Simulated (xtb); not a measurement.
## Geometry relaxation of CH₅FSi₂ (part 3 of 3)

Continued. System: CH₅FSi₂. Method: GFN2-xTB (xtb 6.7.1).  The settings are looser than a standard set-up, so the numbers are not reference values.

Geometry of the input (Å):
```
F  -0.7034  -0.1973  -2.1230
Si -0.1063  1.1164  -1.3911
C  1.0413  0.1077  -0.0938
Si -0.3505  -0.6542  0.9638
H  -1.2248  1.3329  -0.5014
H  1.5741  0.8438  0.6034
H  1.7103  -0.6623  -0.5617
H  -1.0593  -1.7357  0.7232
H  -0.8342  0.0500  2.2302
```

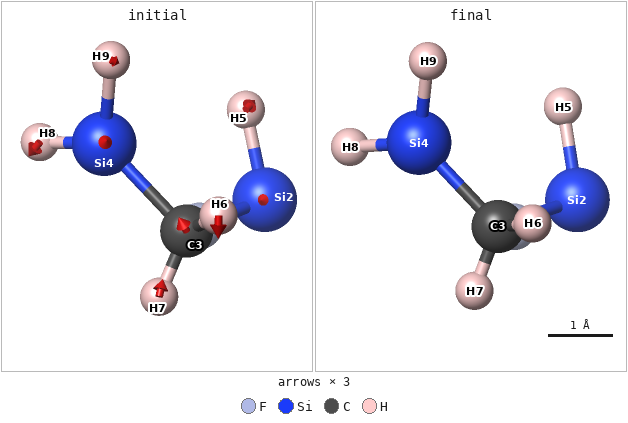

**Figure 1.** Before (left) and after (right) the relaxation, at one scale (ball-and-stick view, seen at a tilt). The red arrows give the displacements, magnified 3 times. The largest move after the best rigid fit is that of H6, 0.12 Å. Largest moves by element: H 0.12 Å, C 0.10 Å, Si 0.08 Å, F 0.02 Å. Among the contacts that change: Si4–H8 1.315 → 1.454 Å, C3–Si4 1.907 → 1.827 Å, Si4–H9 1.528 → 1.454 Å, C3–H6 1.145 → 1.087 Å. Among the angles that change: Si4–C3–H6 105.0° → 114.3°, Si2–C3–H7 114.6° → 108.3°, H6–C3–H7 114.7° → 108.7°. After 5 geometry steps the energy has fallen by 0.558 eV. (Atoms are counted from 1 in the order of the input.)

Key numbers

| quantity | value |
| --- | --- |
| outcome | converged |
| electrons treated | 24 |
| total energy | −12.833272 hartree |
| dispersion energy | −0.006459 hartree |
| basis functions | 33 |
| HOMO | −8.04 eV |
| LUMO | −6.98 eV |
| dipole moment | 3.86 D |
| hardware | 1 thread of Intel Xeon @ 2.70GHz, 189 GiB of memory available, shared host |
| peak memory | 0.071 GiB |

Remarks

Settings chosen away from the usual ones: method = gfn2-xtb; task = optimise; opt_level = loose; x = {}; partner = base. These settings are looser than, or depart from, a standard set-up, so the numbers are not reference values for this system.
